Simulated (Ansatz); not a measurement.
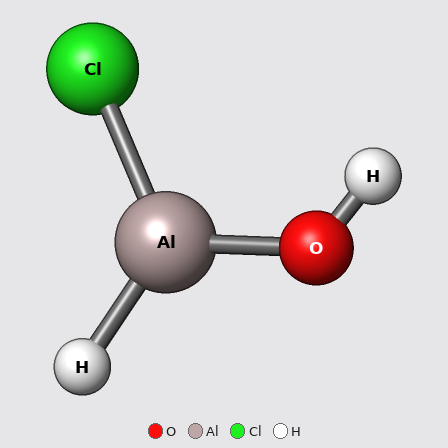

A ball-and-stick model of a molecule.

What does the picture show?

Formula AlClH2O. SMILES: `[OH][AlH][Cl]`. The point group is Cs. All atoms lie on one plane. Coordination: 1 O bent; 1 Al trigonal planar.

The parts below concern this one geometry. Atoms keep their numbers from picture to picture. The computed structure is the end point of a PBE0-D4/def2-TZVP optimisation.

Shape

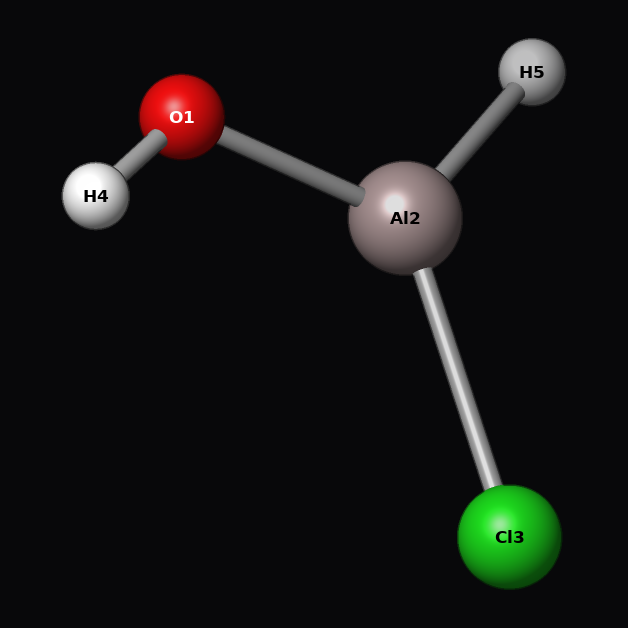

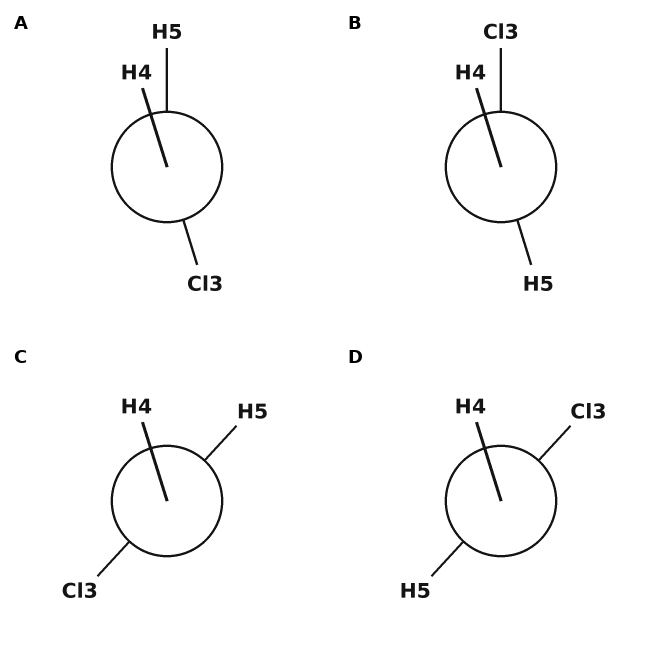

Distant atoms are faded towards the background colour. Bonds that would overlap in a projection are set slightly apart.

Question: Which Newman projection shows the view along O1–Al2, with O1 in front?

Answer: B. The torsion angle H4–O1–Al2–Cl3 is 0°, synperiplanar (eclipsed).

Dipole moment

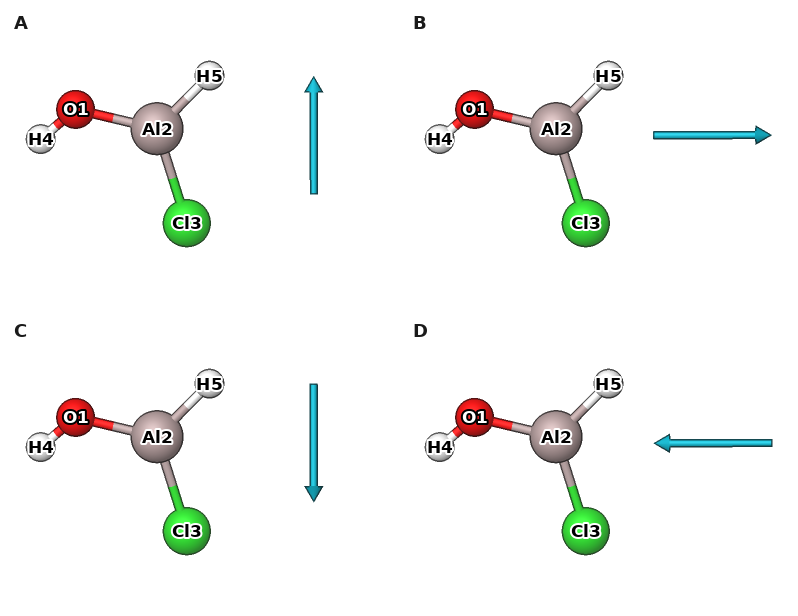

The same molecule four times, each with an arrow. Level of theory: RKS PBE-D4/def2-TZVPP (Ansatz 0.2.0).

Question: Which arrow points along the dipole moment, from the negative to the positive end?

Answer: D. The dipole moment is 0.81 D; it points from the side of H5 to the side of H4 (the outermost atoms at the two ends).

Charges

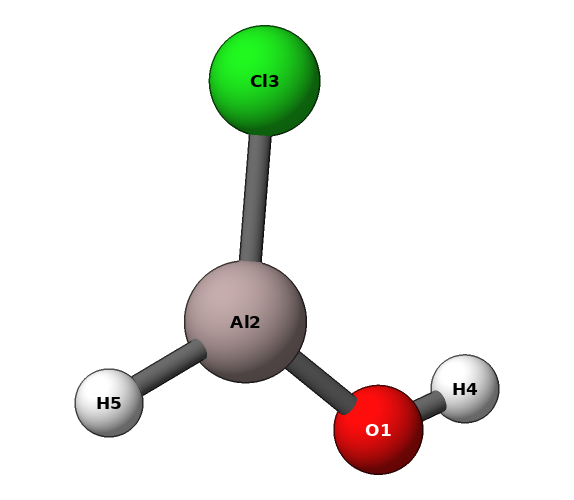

The questions are on Mulliken charges. Level of theory: RKS B3LYP-D4/def2-TZVPP (Ansatz 0.2.0).

Give the Mulliken charges atom by atom.

```tsv
atom	value (e)
O1	−0.40
Al2	0.61
Cl3	−0.27
H4	0.18
H5	−0.13
```

Thermal motion

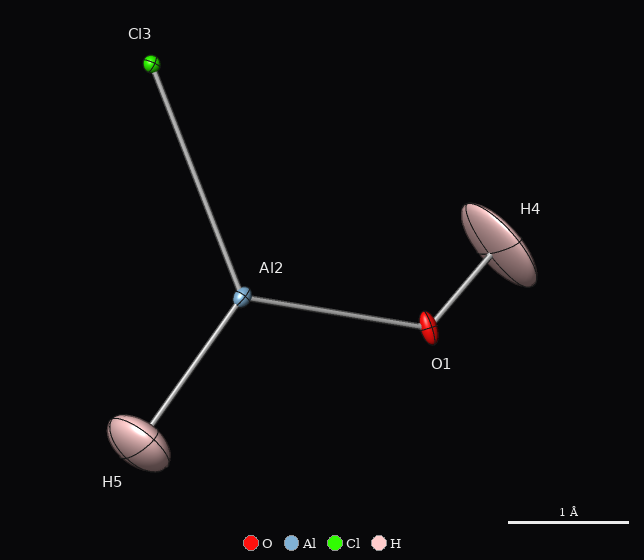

Displacement ellipsoids at the 50 % level, from the internal vibrations of the free molecule (harmonic, no overall translation or rotation; no half-axis is drawn under 0.075 Å). Vibrations computed with RKS PBE0-D4/def2-TZVP (Ansatz 0.2.0). Temperature: 600 K.

Question: Which atom has the largest mean-square displacement?

Answer: H4, with U_eq = 0.0569 Å².

Question: Does H4 move more along its bond or across it?

Answer: Across it: the root-mean-square amplitude is 0.084 Å along the bond and up to 0.288 Å across, since bending and torsion are softer than stretching.

List U_eq and the three principal root-mean-square amplitudes for each kind of atom.

```json
{"atom": "O1", "U_eq (Å²)": "0.0037", "rms amplitudes (Å)": "0.031, 0.032, 0.095"}
{"atom": "Al2", "U_eq (Å²)": "0.0018", "rms amplitudes (Å)": "0.025, 0.030, 0.063"}
{"atom": "Cl3", "U_eq (Å²)": "0.0010", "rms amplitudes (Å)": "0.006, 0.022, 0.051"}
{"atom": "H4", "U_eq (Å²)": "0.0569", "rms amplitudes (Å)": "0.075, 0.287, 0.288"}
{"atom": "H5", "U_eq (Å²)": "0.0343", "rms amplitudes (Å)": "0.109, 0.198, 0.228"}
```

Vibrations

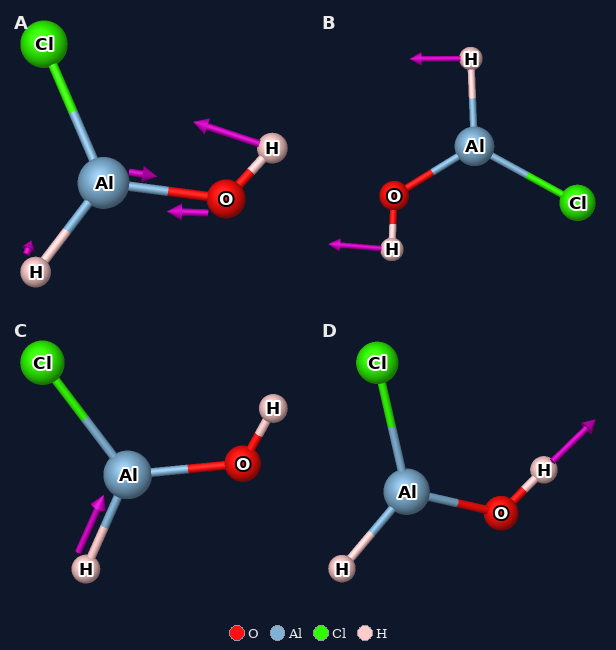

4 normal modes of one molecule or complex, as arrows. Harmonic vibrations computed with RKS PBE0-D4/def2-TZVP (Ansatz 0.2.0) at a stationary point of the same level.

Question: Match the panels to the wavenumbers 604 cm⁻¹, 884 cm⁻¹, 2016 cm⁻¹, 3959 cm⁻¹.

Answer: A: 884 cm⁻¹, Al–O stretching
B: 604 cm⁻¹, angle bending
C: 2016 cm⁻¹, Al–H stretching
D: 3959 cm⁻¹, O–H stretching

Mulliken values depend strongly on the basis set and can even reverse the polarity of a bond.
